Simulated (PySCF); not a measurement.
## Run report: C8H18Cl2O2Ti, geometry relaxation (part 1 of 3)

C8H18Cl2O2Ti (Ti(OtBu)2Cl2), computed with PBE0-D3(BJ)/def2-SVP geometry optimisation, gas phase (PySCF 2.14.0).

The run did not end well. It belongs to a series of runs on one base structure; here: two ligands: Cl to OtBu.

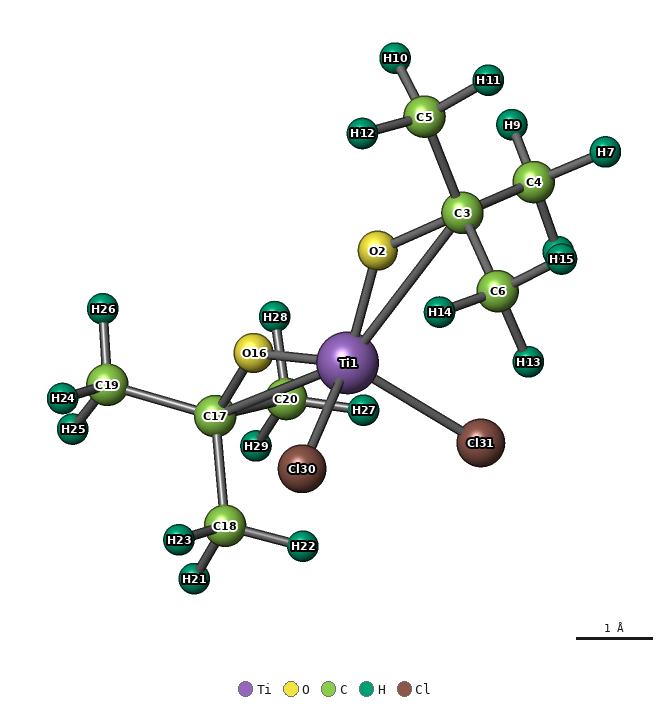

The input geometry (ball-and-stick view, seen at a tilt; atoms are numbered from 1 in the order of the input). Sticks mark near contacts.

Input:
```
{"job": {"xc": "PBE0", "basis": "def2-SVP", "d3": "d3bj", "grid": 1, "maxiter": 40, "shake": 0.03, "kind": "geom"}, "charge": 0, "multiplicity": 1}
Ti    -0.256930     0.477630    -0.240580
O     -0.346110     0.175970     1.385120
C     -1.417250     0.066350     2.301780
C     -1.823760    -1.346800     2.223670
C     -0.792220     0.318410     3.695860
C     -2.459780     1.122940     1.986390
H     -2.712460    -1.495090     2.937920
H     -2.237420    -1.521610     1.203970
H     -1.140700    -2.054900     2.516580
H     -0.002240    -0.386380     3.969600
H     -1.586210     0.242730     4.509260
H     -0.340820     1.342490     3.780890
H     -2.956380     0.934150     0.974920
H     -2.060870     2.118260     2.013060
H     -3.259260     1.040720     2.732620
O      1.205500     0.140310    -0.781220
C      1.720370    -0.132780    -2.081880
C      1.015480     0.804720    -3.065650
C      3.226460     0.038070    -2.054180
C      1.311880    -1.608460    -2.404020
H      1.405400     0.641770    -4.108010
H     -0.013650     0.542450    -3.142460
H      1.239630     1.856010    -2.841400
H      3.426510     1.104730    -1.808160
H      3.709750    -0.184060    -3.025980
H      3.660040    -0.546630    -1.319990
H      0.293870    -1.832140    -2.322860
H      1.882690    -2.263140    -1.655570
H      1.755800    -1.900640    -3.437210
Cl    -0.662390     2.702190    -0.633260
Cl    -1.946380    -0.408000    -1.315730
```

The first line tells a small driver script what to run in PySCF; the rest is the geometry in Å.

Machine: 2 CPU threads, shared host.

Command:
```bash
OMP_NUM_THREADS=2 python <driver script> task.json out
```

Output:
```
step   0  E = -2234.46933913  max force = 0.122401
step   1  E = -2234.52300240  max force = 0.030740
step   2  E = -2234.53004048  max force = 0.011606
step   3  E = -2234.53159668  max force = 0.006142
step   4  E = -2234.53242017  max force = 0.007905
step   5  E = -2234.53333582  max force = 0.007801
step   6  E = -2234.53387017  max force = 0.005301
step   7  E = -2234.53409469  max force = 0.002058
step   8  E = -2234.53413220  max force = 0.000773
step   9  E = -2234.53413339  max force = 0.000642
step  10  E = -2234.53413000  max force = 0.000577
step  11  E = -2234.53412873  max force = 0.000540
step  12  E = -2234.53412801  max force = 0.000546
step  13  E = -2234.53412764  max force = 0.000558
step  14  E = -2234.53412746  max force = 0.000565
step  15  E = -2234.53412737  max force = 0.000570
step  16  E = -2234.53412730  max force = 0.000572
step  17  E = -2234.53412724  max force = 0.000575
step  18  E = -2234.53412717  max force = 0.000577
step  19  E = -2234.53412710  max force = 0.000580
step  20  E = -2234.53412703  max force = 0.000582
step  21  E = -2234.53412696  max force = 0.000584
step  22  E = -2234.53412689  max force = 0.000586
step  23  E = -2234.53412682  max force = 0.000589
step  24  E = -2234.53412675  max force = 0.000590
step  25  E = -2234.53412668  max force = 0.000592
step  26  E = -2234.53412661  max force = 0.000593
step  27  E = -2234.53412654  max force = 0.000595
step  28  E = -2234.53412648  max force = 0.000596
step  29  E = -2234.53412641  max force = 0.000598
step  30  E = -2234.53412634  max force = 0.000599
step  31  E = -2234.53412628  max force = 0.000601
step  32  E = -2234.53412621  max force = 0.000601
step  33  E = -2234.53412615  max force = 0.000603
step  34  E = -2234.53412609  max force = 0.000603
step  35  E = -2234.53412603  max force = 0.000604
step  36  E = -2234.53412597  max force = 0.000606
step  37  E = -2234.53412591  max force = 0.000606
step  38  E = -2234.53412585  max force = 0.000607
step  39  E = -2234.53412580  max force = 0.000608
step  40  E = -2234.53412575  max force = 0.000609
optimisation not converged
```

Trajectory as extended XYZ (Å, eV, eV/Å), 16 of the 41 frames kept, from step=0 to step=40:
```
31
Properties=species:S:1:pos:R:3:forces:R:3 step=0 energy=-60803.00774
Ti   -0.2569    0.4776   -0.2406   -6.0400   4.0931  -0.9569
O    -0.3461    0.1760    1.3851    0.5235  -0.4838   2.8063
C    -1.4172    0.0664    2.3018    1.6946   0.8827   1.7376
C    -1.8238   -1.3468    2.2237   -5.3769   0.7478  -0.3305
C    -0.7922    0.3184    3.6959   -0.8634   1.0815   0.9561
C    -2.4598    1.1229    1.9864   -1.4793  -1.5482  -0.8972
H    -2.7125   -1.4951    2.9379    0.9155   0.1176  -0.8616
H    -2.2374   -1.5216    1.2040    0.3321  -0.3412   0.3952
H    -1.1407   -2.0549    2.5166    2.3993  -1.7316   0.5315
H    -0.0022   -0.3864    3.9696    0.1089  -0.3087  -0.2874
H    -1.5862    0.2427    4.5093    0.7090   0.0887  -0.8778
H    -0.3408    1.3425    3.7809   -0.3659  -0.5587  -0.2170
H    -2.9564    0.9342    0.9749    0.6688   0.2592   1.0298
H    -2.0609    2.1183    2.0131    0.4831   0.7657  -0.0526
H    -3.2593    1.0407    2.7326   -0.1339   0.1043   0.1050
O     1.2055    0.1403   -0.7812    6.2941  -1.7195  -2.0803
C     1.7204   -0.1328   -2.0819   -0.6310  -1.2476  -1.3486
C     1.0155    0.8047   -3.0657    2.1817  -0.1272  -1.1600
C     3.2265    0.0381   -2.0542   -0.9544   2.2586  -1.6983
C     1.3119   -1.6085   -2.4040    4.6834  -0.3009  -0.3427
H     1.4054    0.6418   -4.1080   -0.0202  -0.0626   0.7093
H    -0.0137    0.5424   -3.1425   -1.3768   0.2089   0.2248
H     1.2396    1.8560   -2.8414   -0.4875   0.0430   0.2044
H     3.4265    1.1047   -1.8082    0.1152  -0.3715  -0.1101
H     3.7098   -0.1841   -3.0260   -0.3371   0.0219   0.1900
H     3.6600   -0.5466   -1.3200    1.0572  -1.5737   1.8960
H     0.2939   -1.8321   -2.3229   -2.0853  -0.1273  -0.0343
H     1.8827   -2.2631   -1.6556   -0.7807   0.5965  -0.8097
H     1.7558   -1.9006   -3.4372   -0.9566   0.4533   1.4477
Cl   -0.6624    2.7022   -0.6333    0.2788  -0.4666   0.2450
Cl   -1.9464   -0.4080   -1.3157   -0.5561  -0.7541  -0.4135
31
Properties=species:S:1:pos:R:3:forces:R:3 step=3 energy=-60804.70185
Ti   -0.3488    0.5547   -0.2703    0.1907   0.2153   0.1073
O    -0.4208    0.2106    1.4433   -0.2358  -0.1148  -0.1133
C    -1.4506    0.0846    2.4422    0.1163  -0.0316  -0.0298
C    -1.9760   -1.3447    2.3691    0.1198   0.0170   0.0176
C    -0.7818    0.3679    3.7791    0.0043   0.0112  -0.0536
C    -2.5557    1.0930    2.1493    0.0194   0.0336   0.0019
H    -2.7798   -1.4976    3.1035    0.0034  -0.0142   0.0270
H    -2.3743   -1.5539    1.3660   -0.0132   0.0025  -0.0094
H    -1.1621   -2.0566    2.5779   -0.0584   0.0047  -0.0048
H     0.0324   -0.3498    3.9533    0.0095   0.0098   0.0205
H    -1.5100    0.2864    4.5991    0.0010  -0.0080   0.0149
H    -0.3599    1.3830    3.7812    0.0096   0.0074   0.0213
H    -3.0304    0.8833    1.1786   -0.0055  -0.0106  -0.0075
H    -2.1516    2.1158    2.1228   -0.0049  -0.0125   0.0047
H    -3.3331    1.0416    2.9259   -0.0010   0.0035  -0.0007
O     1.2269    0.1286   -0.9143   -0.3158  -0.1647  -0.1150
C     1.7628   -0.1645   -2.2143    0.1165  -0.0030   0.0822
C     1.1447    0.7848   -3.2348   -0.0575  -0.0174   0.0140
C     3.2693    0.0359   -2.1206    0.0075  -0.0092   0.0782
C     1.4187   -1.6149   -2.5307   -0.0114   0.0019  -0.0394
H     1.5845    0.6123   -4.2277   -0.0045   0.0133  -0.0186
H     0.0569    0.6244   -3.3119    0.0249  -0.0091  -0.0023
H     1.3183    1.8315   -2.9469    0.0187   0.0058  -0.0016
H     3.5069    1.0820   -1.8789   -0.0151   0.0066   0.0036
H     3.7494   -0.2205   -3.0764    0.0102  -0.0010  -0.0018
H     3.6893   -0.6055   -1.3302   -0.0173   0.0230  -0.0480
H     0.3270   -1.7565   -2.5237    0.0316  -0.0173   0.0007
H     1.8672   -2.2882   -1.7861   -0.0116  -0.0023   0.0162
H     1.7992   -1.8931   -3.5251    0.0005   0.0018   0.0084
Cl   -0.6736    2.7120   -0.5984    0.0078   0.0937   0.0134
Cl   -2.0067   -0.4974   -1.3076    0.0603  -0.0352   0.0139
31
Properties=species:S:1:pos:R:3:forces:R:3 step=5 energy=-60804.74918
Ti   -0.4319    0.6405   -0.3192    0.4011  -0.0206   0.0247
O    -0.4979    0.2287    1.3759    0.0127  -0.0391  -0.1329
C    -1.4256    0.0909    2.4523   -0.1939   0.0354  -0.0148
C    -1.9644   -1.3346    2.4037    0.1877  -0.0624  -0.0279
C    -0.6624    0.3649    3.7381    0.0609   0.0016  -0.0034
C    -2.5554    1.0999    2.2512    0.0553   0.0211  -0.0133
H    -2.6944   -1.5015    3.2087   -0.0290  -0.0055  -0.0234
H    -2.4398   -1.5270    1.4306   -0.0738   0.0323   0.0331
H    -1.1429   -2.0584    2.5186   -0.0026   0.0264   0.0464
H     0.1742   -0.3408    3.8448   -0.0033  -0.0064  -0.0012
H    -1.3264    0.2584    4.6088    0.0089   0.0048  -0.0013
H    -0.2536    1.3861    3.7287   -0.0097  -0.0041   0.0056
H    -3.0903    0.8934    1.3106   -0.0156  -0.0077   0.0240
H    -2.1578    2.1246    2.2023    0.0170  -0.0107   0.0066
H    -3.2775    1.0449    3.0788   -0.0113  -0.0124  -0.0037
O     1.0971    0.1133   -0.9985   -0.3718  -0.0440   0.0653
C     1.7154   -0.1936   -2.2508    0.1630   0.0916   0.0485
C     1.1692    0.7590   -3.3080   -0.1349   0.0670   0.0733
C     3.2133    0.0082   -2.0526   -0.0247  -0.0360  -0.0243
C     1.3880   -1.6426   -2.5811   -0.1452  -0.0180  -0.0517
H     1.6523    0.5885   -4.2806    0.0071  -0.0014  -0.0115
H     0.0825    0.6209   -3.4290    0.0245  -0.0632  -0.0391
H     1.3352    1.8031   -3.0025    0.0621  -0.0126  -0.0314
H     3.4267    1.0549   -1.7923    0.0086  -0.0006   0.0033
H     3.7619   -0.2475   -2.9716   -0.0084   0.0264  -0.0049
H     3.5795   -0.6361   -1.2409   -0.0038   0.0012   0.0241
H     0.2982   -1.7787   -2.6526    0.0021   0.0178   0.0358
H     1.7672   -2.3131   -1.7963    0.0412  -0.0085  -0.0307
H     1.8245   -1.9289   -3.5501    0.0689  -0.0111   0.0544
Cl   -0.6462    2.8253   -0.5817   -0.0361   0.0094  -0.0129
Cl   -2.0803   -0.4133   -1.3517   -0.0572   0.0294  -0.0166
31
Properties=species:S:1:pos:R:3:forces:R:3 step=8 energy=-60804.77085
Ti   -0.5020    0.7264   -0.3614    0.0187   0.0111   0.0158
O    -0.5554    0.2513    1.3105    0.0124  -0.0055  -0.0012
C    -1.3917    0.0928    2.4541   -0.0376   0.0056   0.0397
C    -1.9179   -1.3367    2.4269   -0.0045  -0.0027   0.0037
C    -0.5203    0.3464    3.6759    0.0080   0.0060  -0.0047
C    -2.5310    1.1029    2.3631   -0.0042  -0.0147  -0.0053
H    -2.5790   -1.5221    3.2864   -0.0001   0.0030  -0.0004
H    -2.4861   -1.5133    1.5016    0.0059  -0.0012  -0.0028
H    -1.0841   -2.0527    2.4658    0.0027  -0.0009  -0.0047
H     0.3255   -0.3560    3.6933   -0.0010  -0.0007  -0.0019
H    -1.1042    0.2170    4.5992    0.0004   0.0015   0.0008
H    -0.1209    1.3710    3.6545    0.0014  -0.0007  -0.0027
H    -3.1405    0.9121    1.4660    0.0023   0.0019  -0.0002
H    -2.1332    2.1267    2.3021   -0.0008   0.0024  -0.0007
H    -3.1860    1.0315    3.2439    0.0036   0.0036   0.0039
O     0.9616    0.1194   -1.0756    0.0052  -0.0308  -0.0154
C     1.6526   -0.2064   -2.2794    0.0077   0.0146  -0.0210
C     1.1670    0.7299   -3.3809    0.0092  -0.0141  -0.0080
C     3.1366   -0.0155   -1.9985   -0.0041   0.0125  -0.0020
C     1.3230   -1.6582   -2.6034    0.0132  -0.0031   0.0150
H     1.6987    0.5301   -4.3231   -0.0004   0.0012   0.0020
H     0.0898    0.5865   -3.5579   -0.0045   0.0069   0.0036
H     1.3386    1.7789   -3.0978   -0.0093   0.0021   0.0036
H     3.3421    1.0306   -1.7285   -0.0001  -0.0003  -0.0003
H     3.7342   -0.2726   -2.8856   -0.0008  -0.0006  -0.0013
H     3.4515   -0.6579   -1.1635    0.0012  -0.0022  -0.0010
H     0.2369   -1.7812   -2.7267   -0.0025   0.0017  -0.0052
H     1.6565   -2.3172   -1.7885   -0.0032   0.0025   0.0010
H     1.8227   -1.9703   -3.5324   -0.0066  -0.0005  -0.0058
Cl   -0.6295    2.9280   -0.5660   -0.0081  -0.0064  -0.0047
Cl   -2.2170   -0.2322   -1.3806   -0.0043   0.0079   0.0002
31
Properties=species:S:1:pos:R:3:forces:R:3 step=11 energy=-60804.77075
Ti   -0.4911    0.7133   -0.3497    0.0106   0.0197   0.0140
O    -0.5419    0.2425    1.3245   -0.0109  -0.0138  -0.0006
C    -1.3854    0.0890    2.4664    0.0150   0.0054  -0.0096
C    -1.9116   -1.3404    2.4404   -0.0036   0.0047   0.0005
C    -0.5156    0.3468    3.6883   -0.0048   0.0027   0.0009
C    -2.5230    1.0994    2.3665   -0.0008   0.0016   0.0019
H    -2.5783   -1.5226    3.2964    0.0021  -0.0017   0.0017
H    -2.4743   -1.5188    1.5122    0.0027  -0.0017  -0.0004
H    -1.0782   -2.0565    2.4851    0.0000  -0.0005   0.0015
H     0.3282   -0.3577    3.7096    0.0010   0.0001   0.0017
H    -1.1008    0.2239    4.6117    0.0010   0.0007   0.0005
H    -0.1139    1.3702    3.6611    0.0018   0.0002   0.0000
H    -3.1300    0.9057    1.4685   -0.0006  -0.0016   0.0007
H    -2.1240    2.1226    2.3019   -0.0001  -0.0010  -0.0007
H    -3.1800    1.0337    3.2463    0.0007   0.0000   0.0007
O     0.9711    0.1132   -1.0754   -0.0089  -0.0277  -0.0021
C     1.6490   -0.2038   -2.2899   -0.0068   0.0113   0.0001
C     1.1453    0.7352   -3.3806   -0.0006  -0.0017  -0.0022
C     3.1353   -0.0076   -2.0267    0.0005   0.0056  -0.0011
C     1.3207   -1.6556   -2.6147    0.0071  -0.0001  -0.0022
H     1.6669    0.5438   -4.3301   -0.0004   0.0009  -0.0005
H     0.0665    0.5881   -3.5450   -0.0004  -0.0001   0.0008
H     1.3135    1.7836   -3.0931   -0.0023  -0.0002   0.0000
H     3.3402    1.0382   -1.7549   -0.0015   0.0009  -0.0004
H     3.7225   -0.2586   -2.9225   -0.0001   0.0007  -0.0006
H     3.4636   -0.6523   -1.1987   -0.0002   0.0001  -0.0027
H     0.2334   -1.7807   -2.7257    0.0007  -0.0014   0.0001
H     1.6661   -2.3162   -1.8061   -0.0024   0.0001   0.0015
H     1.8086   -1.9634   -3.5515   -0.0020   0.0011  -0.0014
Cl   -0.6307    2.9131   -0.5574   -0.0018   0.0009  -0.0026
Cl   -2.2132   -0.2387   -1.3633    0.0053  -0.0053   0.0004
31
Properties=species:S:1:pos:R:3:forces:R:3 step=13 energy=-60804.77072
Ti   -0.4901    0.7120   -0.3485    0.0122   0.0222   0.0093
O    -0.5407    0.2416    1.3259   -0.0062  -0.0149  -0.0028
C    -1.3843    0.0887    2.4677    0.0116   0.0062  -0.0063
C    -1.9106   -1.3406    2.4423   -0.0042   0.0026   0.0007
C    -0.5148    0.3471    3.6897   -0.0035   0.0028   0.0017
C    -2.5217    1.0992    2.3672   -0.0006   0.0001   0.0019
H    -2.5774   -1.5225    3.2983    0.0018  -0.0010   0.0012
H    -2.4732   -1.5194    1.5140    0.0023  -0.0013  -0.0001
H    -1.0773   -2.0568    2.4875    0.0009  -0.0003   0.0014
H     0.3290   -0.3575    3.7117    0.0005   0.0000   0.0011
H    -1.1003    0.2246    4.6130    0.0009   0.0008   0.0002
H    -0.1129    1.3704    3.6622    0.0014   0.0001  -0.0003
H    -3.1287    0.9051    1.4692   -0.0006  -0.0014   0.0010
H    -2.1227    2.1224    2.3021    0.0001  -0.0005  -0.0008
H    -3.1789    1.0341    3.2469    0.0006  -0.0001   0.0007
O     0.9717    0.1124   -1.0756   -0.0108  -0.0287   0.0011
C     1.6480   -0.2037   -2.2913   -0.0038   0.0121   0.0002
C     1.1425    0.7357   -3.3808   -0.0004  -0.0013  -0.0018
C     3.1346   -0.0067   -2.0296   -0.0003   0.0061  -0.0028
C     1.3202   -1.6554   -2.6166    0.0056  -0.0006  -0.0009
H     1.6630    0.5453   -4.3311   -0.0004   0.0005  -0.0002
H     0.0636    0.5882   -3.5439   -0.0009  -0.0003   0.0004
H     1.3105    1.7841   -3.0928   -0.0021  -0.0001   0.0000
H     3.3391    1.0390   -1.7575   -0.0011   0.0006  -0.0002
H     3.7210   -0.2570   -2.9262   -0.0005   0.0010  -0.0008
H     3.4641   -0.6518   -1.2024    0.0000  -0.0003  -0.0016
H     0.2329   -1.7813   -2.7265    0.0000  -0.0008   0.0000
H     1.6668   -2.3163   -1.8088   -0.0016   0.0003   0.0008
H     1.8072   -1.9622   -3.5542   -0.0014   0.0008  -0.0009
Cl   -0.6302    2.9117   -0.5563   -0.0024   0.0000  -0.0026
Cl   -2.2117   -0.2410   -1.3620    0.0029  -0.0046   0.0005
31
Properties=species:S:1:pos:R:3:forces:R:3 step=16 energy=-60804.77071
Ti   -0.4899    0.7116   -0.3481    0.0115   0.0232   0.0081
O    -0.5403    0.2414    1.3263   -0.0048  -0.0153  -0.0031
C    -1.3838    0.0886    2.4681    0.0103   0.0062  -0.0051
C    -1.9103   -1.3407    2.4430   -0.0040   0.0022   0.0007
C    -0.5144    0.3471    3.6901   -0.0031   0.0028   0.0017
C    -2.5213    1.0992    2.3674   -0.0005  -0.0002   0.0018
H    -2.5770   -1.5224    3.2990    0.0017  -0.0008   0.0011
H    -2.4727   -1.5197    1.5147    0.0022  -0.0012  -0.0001
H    -1.0770   -2.0569    2.4882    0.0010  -0.0002   0.0013
H     0.3294   -0.3574    3.7124    0.0005  -0.0001   0.0010
H    -1.1000    0.2248    4.6134    0.0009   0.0008   0.0002
H    -0.1125    1.3704    3.6626    0.0013   0.0001  -0.0004
H    -3.1282    0.9049    1.4695   -0.0006  -0.0013   0.0010
H    -2.1222    2.1223    2.3022    0.0000  -0.0004  -0.0008
H    -3.1785    1.0342    3.2472    0.0006  -0.0001   0.0007
O     0.9718    0.1122   -1.0757   -0.0103  -0.0294   0.0012
C     1.6477   -0.2036   -2.2917   -0.0029   0.0124   0.0004
C     1.1415    0.7359   -3.3809   -0.0005  -0.0013  -0.0017
C     3.1343   -0.0065   -2.0306   -0.0004   0.0060  -0.0029
C     1.3200   -1.6554   -2.6172    0.0050  -0.0006  -0.0006
H     1.6617    0.5457   -4.3314   -0.0005   0.0004  -0.0001
H     0.0626    0.5882   -3.5436   -0.0009  -0.0003   0.0002
H     1.3094    1.7842   -3.0928   -0.0021   0.0000   0.0000
H     3.3387    1.0393   -1.7584   -0.0010   0.0005  -0.0002
H     3.7204   -0.2564   -2.9275   -0.0006   0.0010  -0.0008
H     3.4642   -0.6516   -1.2037    0.0000  -0.0002  -0.0016
H     0.2327   -1.7814   -2.7267    0.0000  -0.0006   0.0000
H     1.6670   -2.3164   -1.8097   -0.0013   0.0003   0.0006
H     1.8067   -1.9618   -3.5551   -0.0012   0.0007  -0.0008
Cl   -0.6300    2.9113   -0.5560   -0.0026  -0.0002  -0.0026
Cl   -2.2113   -0.2418   -1.3615    0.0024  -0.0043   0.0005
```
